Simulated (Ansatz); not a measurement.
## Fields on a plane of BaTiO3 (cubic perovskite)

```xyz
5
Lattice="4.0195 0.0000 0.0000 0.0000 4.0195 0.0000 0.0000 0.0000 4.0195" Properties=species:S:1:pos:R:3 pbc="T T T"
Ba     0.0000     0.0000     0.0000
Ti     2.0097     2.0097     2.0097
O      0.0000     2.0097     2.0097
O      2.0097     2.0097     0.0000
O      2.0097     0.0000     2.0097
```

The slice is a {210} plane (indices of the conventional cell) through the point (0.000, 0.500, 0.500) (fractional), spanned by u = [100] and v = [021] in vectors of this cell: u (4.02 Å) and v (8.99 Å, at 90° to u). It covers one period; positions are fractions (u, v).

Atoms on it: Ti at (0.50, 0.00); O at (0.00, 0.00); O at (0.50, 0.50). Other atoms lie within 1 Å of the plane.

Method: PBE (plane waves to 420 eV, PAW, scalar-relativistic; Ansatz, a first-principles code). k mesh 8×8×8. Near the nuclei the fields are pseudised (PAW); where an atom keeps semicore shells as valence, they peak there. BaTiO3 is run without spin polarisation. BaTiO3 was relaxed with its symmetry unable to fall. The PAW data are Ansatz's earlier set. This is a high-temperature form of BaTiO3.

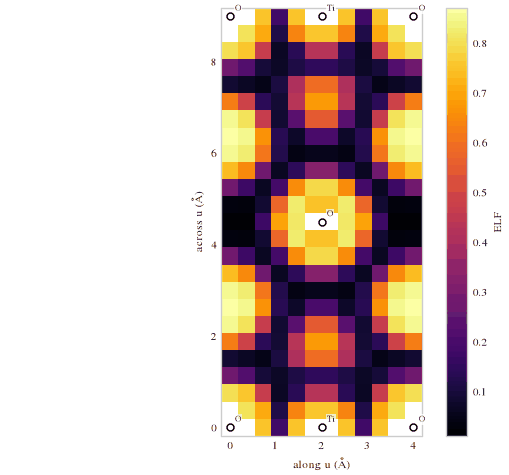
Figure: Electron localisation function (ELF), one period of the plane, atoms marked. Points within 0.4 Å of a nucleus are left white, as the pseudised field means little there.

```
|9955110000000000001155|
|4422000000000000000022|
|0000000000000000000000|
|0000000000000000000000|
|0000000000111100000000|
|0000000000111100000000|
|0000000000000000000000|
|0000000000000000000000|
|0000000000000000000000|
|0000000011333311000000|
|0000001155888855110000|
|0000001188444488110000|
|0000001155888855110000|
|0000000011333311000000|
|0000000000000000000000|
|0000000000000000000000|
|0000000000000000000000|
|0000000000111100000000|
|0000000000111100000000|
|0000000000000000000000|
|0000000000000000000000|
|4422000000000000000022|
|9955110000000000001155|
|0022110000000000001122|
```
Scale: ten equal steps from 0.000 (start of '0') to 0.276 (end of '9'), in the order '0123456789'. Values: density of the highest valence band (whole band, smooth part) in e/Å³. The map has 11 points along u (two characters each, u = 0 at the left) and 24 along v (v = 0 in the bottom row). 

Element round which the density of the highest valence band (whole band, smooth part) is largest on this plane: O. Element round which the density of the lowest conduction band (whole band as if filled, smooth part) is largest on this plane: Ti.
